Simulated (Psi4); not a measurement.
**One shape, several levels: BCl2O (SMILES [O]B(Cl)Cl)**

Aim: a comparison of 5 runs (UHF/6-31++G**, UB3LYP/6-31G*, UM08-HX/cc-pVDZ, UBLYP-D3(0)/6-311G*, UBLYP/def2-TZVP) of BCl2O. 

The calculation is run with Psi4 1.11.

4 further runs of the same task are left out: 4 set aside as unsound or not needed.

### 1 The system as given

BCl2O: 4 atoms, total charge 0, spin state doublet. SMILES: `[O]B(Cl)Cl`. The coordinates come from a PBE0-D4/def2-TZVP relaxation.

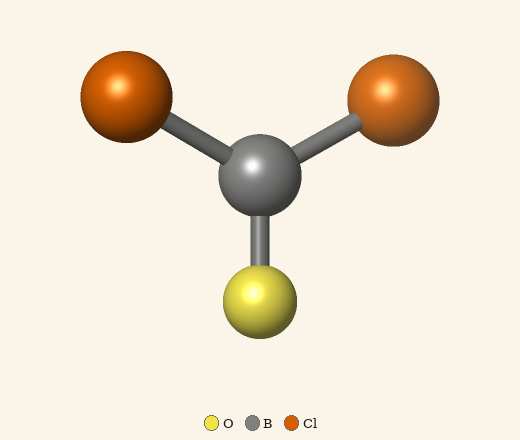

Viewed from a chosen angle; oxygen yellow, boron grey, chlorine orange.

### 2 A single-point energy at UHF/6-31++G(d,p) (sfX2C, density fitting, Cartesian functions) (run 1)

File input.json:

```json
{
 "schema_name": "qcschema_input",
 "schema_version": 1,
 "molecule": {
  "schema_name": "qcschema_molecule",
  "schema_version": 2,
  "symbols": ["O", "B", "Cl", "Cl"],
  "geometry": [0.30103337, -2.21683772, -1.47417535, 0.04062911, -0.14305227, -0.08636048, -2.8614233, 0.35489057, 1.39423993, 2.62464061, 1.89142688, 0.12793446],
  "molecular_charge": 0,
  "molecular_multiplicity": 2,
  "fix_symmetry": "c1"
 },
 "driver": "energy",
 "model": {
  "method": "scf",
  "basis": "6-31++G**"
 },
 "keywords": {
  "reference": "uhf",
  "scf_type": "disk_df",
  "relativistic": "x2c"
 }
}
```

Run with:

```
psi4 --qcschema input.json -n 1 --memory 1600MB
```

stdout:

```text
[...]
  Running in c1 symmetry.
[...]
  Nuclear repulsion =  171.614520431146673
[...]
  Multiplicity = 2
[...]
  Nalpha       = 24
  Nbeta        = 23
[...]
    Number of basis functions: 84
[...]
    WARNING: The X2C and Dirac Hamiltonians have substatially different eigenvalues!
             This is probably caused by the recontraction of the basis set.
[...]
   @DF-UHF iter   1: -1020.84263080722599   -4.57780e-01   7.32248e-03 ADIIS/DIIS
[...]
   @DF-UHF iter  12: -1021.15689572771078   -1.80783e-07   5.68727e-07 DIIS
[...]
   @S^2 Observed:                7.597479763E-01
[...]
    Orbital Energies [Eh]
    ---------------------
    Alpha Occupied:
       1A   -105.250713     2A   -105.250711     3A    -20.718304
       4A    -10.662538     5A    -10.662527     6A     -8.074740
       7A     -8.074738     8A     -8.071163     9A     -8.071162
      10A     -8.071104    11A     -8.071103    12A     -7.758557
      13A     -1.467631    14A     -1.166315    15A     -1.136784
      16A     -0.755106    17A     -0.746185    18A     -0.654306
      19A     -0.647066    20A     -0.568664    21A     -0.517333
      22A     -0.512626    23A     -0.490539    24A     -0.478885
    Alpha Virtual:
      25A      0.047955    26A      0.070975    27A      0.074572
[...]
  @DF-UHF Final Energy: -1021.15689572771078
   => Energetics <=
    Nuclear Repulsion Energy =            171.6145204311466728
    One-Electron Energy =               -1750.8252311328019459
    Two-Electron Energy =                 558.0538149739444407
    Total Energy =                      -1021.1568957277107756
  UHF NO Occupations:
  HONO-2 :   22  A 1.9983594
  HONO-1 :   23  A 1.9982269
[...]
 Multipole Moments:
 ------------------------------------------------------------------------------------
     Multipole            Electronic (a.u.)      Nuclear  (a.u.)        Total (a.u.)
 ------------------------------------------------------------------------------------
 L = 1.  Multiply by 2.5417464519 to convert [e a0] to [Debye]
 Dipole X            :         -0.0586689            0.0491758           -0.0094931
 Dipole Y            :          0.4673528           -0.3916392            0.0757136
 Dipole Z            :          0.3127251           -0.2620850            0.0506401
 Magnitude           :                                                    0.0915811
[...]
```

The result, in JSON:

```text
{
 "driver": "energy",
 "model": {
  "method": "scf",
  "basis": "6-31++G**"
 },
 "success": true,
 "return_result": -1021.1568957277108,
 "properties": {
  "calcinfo_nbasis": 84,
  "calcinfo_nmo": 84,
  "calcinfo_nalpha": 24,
  "calcinfo_nbeta": 23,
  "calcinfo_natom": 4,
  "nuclear_repulsion_energy": 171.61452043114667,
  "return_energy": -1021.1568957277108,
  "scf_one_electron_energy": -1750.825231132802,
  "scf_two_electron_energy": 558.0538149739444,
  "scf_dipole_moment": [-0.009493072757617904, 0.07571363544184462, 0.05064012258394035],
  "scf_total_energy": -1021.1568957277108,
  "scf_iterations": 12
 }
}
```

Run time: 2.5 s. Hardware: 1 thread of Intel Xeon 6975P-C (Granite Rapids), shared host; peak memory 0.22 GiB.

### 3 The energy at UB3LYP/6-31G(d) (spherical functions) (run 2)

File bcl2o.xyz:

```xyz
4
BCl2O
O      0.159300    -1.173100    -0.780100
B      0.021500    -0.075700    -0.045700
Cl    -1.514200     0.187800     0.737800
Cl     1.388900     1.000900     0.067700
```

File run_ase.py:

```python
import numpy as np
from ase.calculators.psi4 import Psi4
from ase.io import read

mol = read('bcl2o.xyz')
calc = Psi4(atoms=mol, method='b3lyp', basis='6-31G*', memory='1600MB', num_threads=1, charge=0, multiplicity=2, label='bcl2o', reference='uks')
calc.psi4.set_options({'puream': True, 'e_convergence': 1e-09, 'd_convergence': 1e-08, 'scf_type': 'pk', 'dft_radial_points': 99, 'dft_spherical_points': 590, 'maxiter': 200})
mol.calc = calc

print(f'energy: {mol.get_potential_energy():.6f} eV')
```

Run with:

```
python run_ase.py
```

bcl2o.dat:

```text
[...]
  Running in c1 symmetry.
[...]
  Nuclear repulsion =  171.614520346409535
[...]
  Multiplicity = 2
[...]
  Nalpha       = 24
  Nbeta        = 23
[...]
    Number of basis functions: 64
[...]
   @UKS iter   1: -1020.17099040370749    8.92615e-02   1.22036e-02 ADIIS/DIIS
[...]
   @UKS iter  14: -1020.51798396222489   -6.82121e-13   8.31808e-09 DIIS
[...]
   @S^2 Observed:                7.544396960E-01
[...]
    Orbital Energies [Eh]
    ---------------------
    Alpha Occupied:
       1A   -101.558716     2A   -101.558696     3A    -19.247651
       4A     -9.492835     5A     -9.492782     6A     -7.254039
       7A     -7.254037     8A     -7.247122     9A     -7.247111
      10A     -7.247098    11A     -7.247092    12A     -6.875941
      13A     -1.063978    14A     -0.883129    15A     -0.861075
      16A     -0.532117    17A     -0.504234    18A     -0.471556
      19A     -0.439674    20A     -0.399936    21A     -0.368367
      22A     -0.361435    23A     -0.355690    24A     -0.341357
    Alpha Virtual:
      25A     -0.018747    26A      0.051298    27A      0.149257
[...]
  @UKS Final Energy: -1020.51798396222489
   => Energetics <=
    Nuclear Repulsion Energy =            171.6145203464095346
    One-Electron Energy =               -1748.5461915434279945
    Two-Electron Energy =                 612.1795097782119228
    DFT Exchange-Correlation Energy =     -55.7658225434183379
    Empirical Dispersion Energy =           0.0000000000000000
    VV10 Nonlocal Energy =                  0.0000000000000000
    Total Energy =                      -1020.5179839622248892
[...]
 Multipole Moments:
 ------------------------------------------------------------------------------------
     Multipole            Electronic (a.u.)      Nuclear  (a.u.)        Total (a.u.)
 ------------------------------------------------------------------------------------
 L = 1.  Multiply by 2.5417464519 to convert [e a0] to [Debye]
 Dipole X            :         -0.0717461            0.0491758           -0.0225703
 Dipole Y            :          0.5712611           -0.3916392            0.1796219
 Dipole Z            :          0.3822827           -0.2620850            0.1201977
 Magnitude           :                                                    0.2173037
[...]
```

Standard output:

```text
energy: -27769.708806 eV
```

Run time: 10 s. Hardware: 1 thread of Intel Xeon 6975P-C (Granite Rapids), shared host; peak memory 0.59 GiB.

Runs 3 to 4 aren't shown in full; the table further down has their settings and results.

### 4 The energy at UBLYP/def2-TZVP (run 5)

bcl2o.xyz is that of step 3.

File run.py:

```python
import psi4

psi4.set_memory('1600 MB')
psi4.set_num_threads(1)
psi4.set_output_file('psi4.out', False)

with open('bcl2o.xyz') as f:
    atoms = ''.join(f.readlines()[2:])
molecule = psi4.geometry('0 2\n' + atoms + 'symmetry c1')

psi4.set_options({
    'basis': 'def2-TZVP',
    'reference': 'uks',
    'puream': True,
    'e_convergence': 1e-09,
    'd_convergence': 1e-08,
    'scf_type': 'pk',
    'dft_radial_points': 99,
    'dft_spherical_points': 590,
    'maxiter': 200,
})

energy_value, wavefunction = psi4.energy('BLYP', molecule=molecule, return_wfn=True)
psi4.oeprop(wavefunction, 'QUADRUPOLE', 'DIPOLE', 'LOWDIN_CHARGES')
print(f'total energy {energy_value:.8f} hartree = {energy_value * 27.211386:.5f} eV')
```

Run with:

```
python run.py
```

psi4.out:

```text
[...]
  Running in c1 symmetry.
[...]
  Nuclear repulsion =  171.614520346409535
[...]
  Multiplicity = 2
[...]
  Nalpha       = 24
  Nbeta        = 23
[...]
    Number of basis functions: 136
[...]
   @UKS iter   1: -1020.00315547638070    2.99041e-01   8.16812e-03 DIIS/ADIIS
[...]
   @UKS iter  16: -1020.58288345704250   -2.04636e-12   8.86808e-10 DIIS
[...]
   @S^2 Observed:                7.533214537E-01
[...]
    Orbital Energies [Eh]
    ---------------------
    Alpha Occupied:
       1A   -100.756791     2A   -100.756788     3A    -18.848989
       4A     -9.206526     5A     -9.206523     6A     -7.034960
       7A     -7.034958     8A     -7.029173     9A     -7.029168
      10A     -7.028372    11A     -7.028368    12A     -6.640688
      13A     -0.944497    14A     -0.801816    15A     -0.783096
      16A     -0.471005    17A     -0.439046    18A     -0.405408
      19A     -0.380340    20A     -0.338171    21A     -0.324658
      22A     -0.314821    23A     -0.308855    24A     -0.298509
    Alpha Virtual:
      25A     -0.049097    26A      0.003135    27A      0.034012
[...]
  @UKS Final Energy: -1020.58288345704250
   => Energetics <=
    Nuclear Repulsion Energy =            171.6145203464095346
    One-Electron Energy =               -1748.7503218804210974
    Two-Electron Energy =                 625.6991159659376081
    DFT Exchange-Correlation Energy =     -69.1461978889685582
    Empirical Dispersion Energy =           0.0000000000000000
    VV10 Nonlocal Energy =                  0.0000000000000000
    Total Energy =                      -1020.5828834570424988
[...]
 Multipole Moments:
 ------------------------------------------------------------------------------------
     Multipole            Electronic (a.u.)      Nuclear  (a.u.)        Total (a.u.)
 ------------------------------------------------------------------------------------
 L = 1.  Multiply by 2.5417464519 to convert [e a0] to [Debye]
 Dipole X            :         -0.1009361            0.0491758           -0.0517603
 Dipole Y            :          0.8036311           -0.3916392            0.4119919
 Dipole Z            :          0.5378032           -0.2620850            0.2757182
 Magnitude           :                                                    0.4984346
 L = 2.  Multiply by 1.3450342976 to convert [e a0^2] to [Debye ang]
 Quadrupole XX       :       -282.5637935          256.9909281          -25.5728654
 Quadrupole XY       :        -61.9776728           62.3555531            0.3778803
[...]
```

The script printed:

```text
total energy -1020.58288346 hartree = -27771.47479 eV
```

Run time: 24 s. Hardware: 1 thread of Intel Xeon 6975P-C (Granite Rapids), shared host; peak memory 0.98 GiB.

### 5 All runs side by side

```csv
run,level,integrals,integral approximation,energy (Eh),dipole moment (D),HOMO energy (eV),LUMO energy (eV),wall time
1,"UHF/6-31++G** (sfX2C, density fitting, Cartesian functions)",disk_df,program's default,-1021.156896,0.23,-13.03,0.53,2.5 s
2,UB3LYP/6-31G* (spherical functions),pk,none,-1020.517984,0.55,-9.29,-5.77,10 s
3,UM08-HX/cc-pVDZ (density fitting),df,program's default,-1020.452398,0.36,-10.92,-4.12,7.8 s
4,UBLYP-D3(0)/6-311G*,direct,none,-1020.564146,0.97,-8.12,-6.82,8.7 s
5,UBLYP/def2-TZVP,pk,none,-1020.582883,1.27,-8.09,-6.77,24 s
```

### 6 Results

| quantity | value |
| --- | --- |
| run 5: total energy | -1020.58288 Eh |
| run 5: dipole moment | 1.27 D |
| run 5: HOMO energy (highest over α and β) | -8.09 eV |
| run 5: LUMO energy (lowest over α and β) | -6.77 eV |
| run 5: ⟨S²⟩ | 0.753 |

In words: The dipole moment (its size) runs from 0.23 D (UHF/6-31++G**) to 1.27 D (UBLYP/def2-TZVP). The two ends differ in method and basis and Hamiltonian. Totals of different functionals can't be ranked against each other. Some runs of one species differ in core potentials or relativity; totals across that change don't compare. All runs together took 53 s, the longest 24 s.
